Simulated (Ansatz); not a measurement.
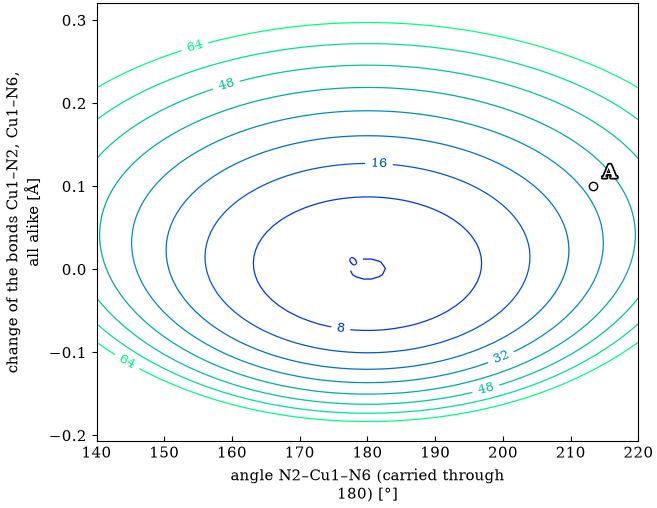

[Cu(NH3)2]+, charge +1. The first coordinate is: angle N2–Cu1–N6 (carried through 180); the second: change of the bonds Cu1–N2, Cu1–N6, all alike. Nothing is relaxed (all other coordinates rigid). The grid has 13 × 13 points. Points are written as (first, second). Energies: kJ/mol, counted from the lowest grid point. Method: Ansatz 0.2.0, RHF-MP2, frozen core/def2-TZVP.

The picture shows contour lines labelled in kJ/mol (none above 64), the point A. Between grid points the surface is interpolated.

### Which way does the force act at A, and how strong is it?

A, at (213.3°, 0.100 Å), is not a stationary point. The computed force is 1.3 kJ/mol for each degree towards smaller values of the first coordinate and 128 kJ/mol for each Å towards smaller values of the second coordinate.
